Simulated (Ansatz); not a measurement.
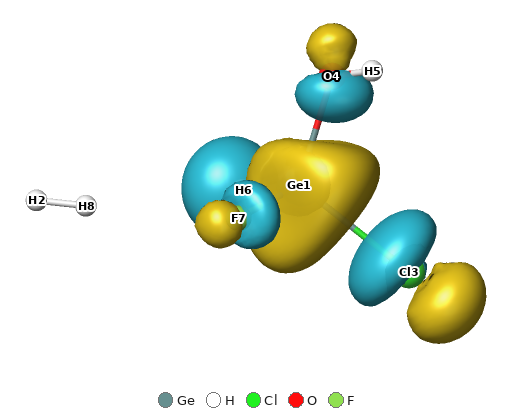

The picture shows: ClFGeH2O···H2. One frontier orbital at ±0.15 Å⁻³ᐟ² (yellow and cyan are the two phases), seen at a tilt.

All numbers below come from RKS PBE/def2-SVP in Ansatz 0.2.0.

The calculation's input:

```
crystal:
  periodic: [false, false, false]
  atoms:
    - { symbol: Ge, position_ang: [0.410042, 0.241008, -0.226551] }
    - { symbol: H, position_ang: [-0.668541, 0.364567, 2.304287] }
    - { symbol: Cl, position_ang: [1.413924, 0.135834, -2.14956] }
    - { symbol: O, position_ang: [-1.105012, 1.142829, -0.409391] }
    - { symbol: H, position_ang: [-1.357056, 1.206155, -1.349864] }
    - { symbol: H, position_ang: [0.273111, -1.178282, 0.345265] }
    - { symbol: F, position_ang: [1.403683, 1.179338, 0.809222] }
    - { symbol: H, position_ang: [-0.03585, 0.708552, 2.301591] }
basis:
  gaussian: { orbitals: def2-SVP }
hamiltonian:
  xc: pbe
relax:
  f_tol: 0.03
  max_steps: 50
output:
  orbitals: {}
```

Command:

```sh
ansatz run input.yaml --threads 2 --pin off --max-ram 3072MiB --backend cpu --events-out ev --progress --plain --runs-dir out
```

The fields are those of the run's last geometry, not of the input's.

Question: Which orbital is it: HOMO or LUMO?

Answer: The LUMO, at −1.60 eV. It lies mainly on Ge1 (about 35 %), Cl3 (about 25 %), H6 (about 15 %), O4 (about 10 %) and F7 (about 10 %).
